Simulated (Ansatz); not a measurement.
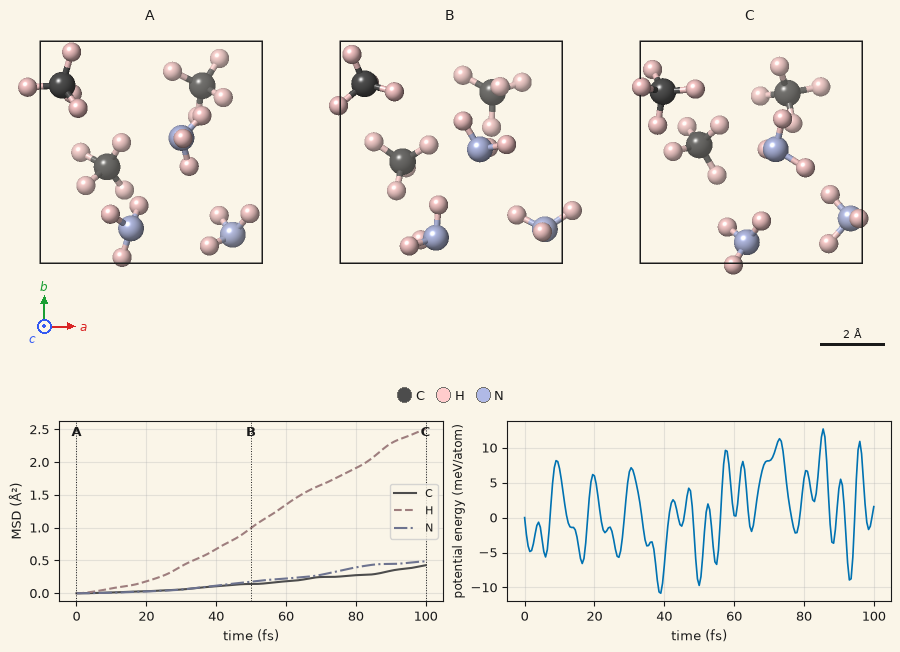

Molecular dynamics of a periodic cell with 3 CH4 + 3 NH3 at 0.489 g/cm³, 100 fs long. It starts from the last geometry of an earlier run, with fresh velocities. Frames (A at 0 fs, B at 50 fs, C at 100 fs) and the history of the run. Style: ball-and-stick. Shown: the simulation cell, along the c axis. Atoms that leave the cell re-enter on the other side.

Level of theory: DFT PBE-D3(BJ), scalar-relativistic, plane waves, PAW in Ansatz 0.2.0. Settings: plane-wave cutoff 420 eV; k-point mesh 1 × 1 × 1; Fermi-Dirac smearing 0.05 eV; low-accuracy preset; Nosé-Hoover thermostat (NVT); set temperature 500 K; time step 0.5 fs; thermostat time 10.0 fs.

The input:
```yaml
accuracy: low
crystal:
  lattice:
    - [6.956189, 0.0, 0.0]
    - [0.0, 6.956189, 0.0]
    - [0.0, 0.0, 6.956189]
  atoms:
    - { symbol: C, position: [0.296636, 0.43056717, 0.3645992] }
    - { symbol: H, position: [0.36162747, 0.53976407, 0.44907234] }
    - { symbol: H, position: [0.20131999, 0.3464186, 0.47380729] }
    - { symbol: H, position: [0.37509278, 0.32603035, 0.27308406] }
    - { symbol: H, position: [0.17810183, 0.49606814, 0.27453297] }
    - { symbol: C, position: [0.09430485, 0.79835517, 0.92558482] }
    - { symbol: H, position: [0.13705291, 0.94750317, 0.96089616] }
    - { symbol: H, position: [0.16627948, 0.69422012, 1.02422372] }
    - { symbol: H, position: [0.1400378, 0.75987924, 0.77025528] }
    - { symbol: H, position: [-0.06083887, 0.78921695, 0.93444166] }
    - { symbol: C, position: [0.72498481, 0.79590079, 0.32201099] }
    - { symbol: H, position: [0.81997884, 0.74273229, 0.43898513] }
    - { symbol: H, position: [0.59144793, 0.86072778, 0.38316458] }
    - { symbol: H, position: [0.70363437, 0.65849902, 0.247375] }
    - { symbol: H, position: [0.80308791, 0.91884485, 0.25801289] }
    - { symbol: "N", position: [0.86240085, 0.12500948, 0.55398288] }
    - { symbol: H, position: [0.75736295, 0.07478107, 0.64420213] }
    - { symbol: H, position: [0.93973772, 0.22013756, 0.64075084] }
    - { symbol: H, position: [0.80156827, 0.21186623, 0.45584941] }
    - { symbol: "N", position: [0.63155905, 0.56091227, 0.81672199] }
    - { symbol: H, position: [0.6663723, 0.43302417, 0.74666766] }
    - { symbol: H, position: [0.72349138, 0.66105032, 0.77544793] }
    - { symbol: H, position: [0.63894721, 0.55846015, 0.96991625] }
    - { symbol: "N", position: [0.40462281, 0.15366912, 0.76250645] }
    - { symbol: H, position: [0.36422024, 0.02311783, 0.71920977] }
    - { symbol: H, position: [0.31155358, 0.21738935, 0.86646099] }
    - { symbol: H, position: [0.44008473, 0.25634264, 0.66368991] }
basis:
  ecutwfc: 420.0
kpoints:
  mp_grid: { grid: [1, 1, 1] }
hamiltonian:
  xc: pbe
  dispersion: d3bj
scf:
  occupations: { method: fermi_dirac, width: 0.05 }
  lower_state_search: "off"
  max_iter: 94
md:
  timestep: 0.5
  n_steps: 200
  ensemble: nvt_nose_hoover
  temperature: 500.0
  initial_velocities: maxwell_boltzmann
  seed: 31538
  nose_hoover: { tau: 10.0, chain_length: 1 }
```

Command:
```bash
ansatz run input.yaml --threads 1 --pin off --max-ram 3072MiB --backend cpu --events-out ev --progress --plain --runs-dir out
```

> What happens in this trajectory?

The mean temperature in the second half is 503 K (standard deviation 67 K). The potential energy in the second half lies on average 2.9 meV per atom above the first frame. In the second half of the run the atoms are, in the root-mean-square, this far from where they began (common drift taken out): H 1.34 Å, N 0.58 Å, C 0.51 Å. The heavy atoms stay within a fraction of a molecule's size of their starting places, while the hydrogen atoms travel further, as molecules turn; so short a run doesn't tell a liquid from a solid. The thermostat's time constant is so short that it disturbs the motion.

Limits of the set-up: the program's low-accuracy preset was used; the periodic images lie only 7.0 Å apart, so the values are limited by the cell's size.

Cost: 4.3 min on 1 thread of Arm Neoverse V1, with other jobs on the host, peak memory 0.41 GiB.
